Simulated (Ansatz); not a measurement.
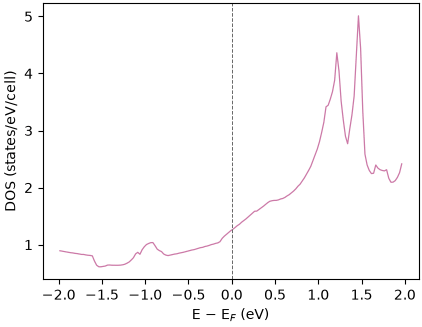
Density of states of ScPt (Pm-3m) near the Fermi level, PBEsol, rigid bands in Ansatz (an electronic-structure program).

### Question
With 2 atoms a cell, what bare Sommerfeld coefficient γ = (π²/3) k_B² N(E_F) follows?

### Answer
N(E_F) ≈ 1.26 states/eV a cell at 300 K, so γ ≈ 1.48 mJ/(mol of atoms·K²), before many-body enhancement (phonons, spin fluctuations, correlation).

### Question
How far does the Fermi level move in a rigid band for 0.1 electron a cell added or removed?

### Answer
77 meV and -83 meV.

A metal at this level (no band gap); rigid bands, thermally averaged at 300 K, both spins. Spin-orbit coupling is left out, which matters with elements this heavy. Geometry: cell and atoms relaxed with PBEsol.

Formula and space group known from diffraction (Crystallography Open Database), not checked to be the room-temperature form: ScPt (Pm-3m).
